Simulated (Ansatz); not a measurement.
## A computed series for hypothetical zinc blende TlBr: thickness series

Consider TlBr in the zinc blende structure (space group F-43m, No. 216; a = 7.3107 Å; a hypothetical phase, not in the database extracts checked). Axes: x, y, z lie along the cube axes.

Free-standing slabs (2 atom(s) a layer) normal to [110] with 15 Å of vacuum; in-plane cell held at bulk.

Calculations: PBEsol in Ansatz (plane waves to 420 eV, PAW, scalar-relativistic without spin-orbit coupling).

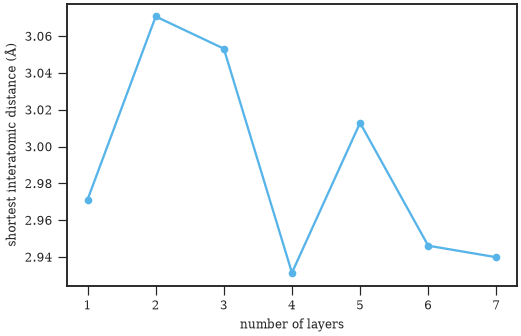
Figure. Shortest interatomic distance against number of layers

| number of layers | shortest interatomic distance |
|---|---|
| 1 | 2.971 Å |
| 2 | 3.071 Å |
| 3 | 3.053 Å |
| 4 | 2.931 Å |
| 5 | 3.013 Å |
| 6 | 2.946 Å |
| 7 | 2.940 Å |

Whether these cells are dynamically stable was not tested.

Ansatz is an electronic-structure program.
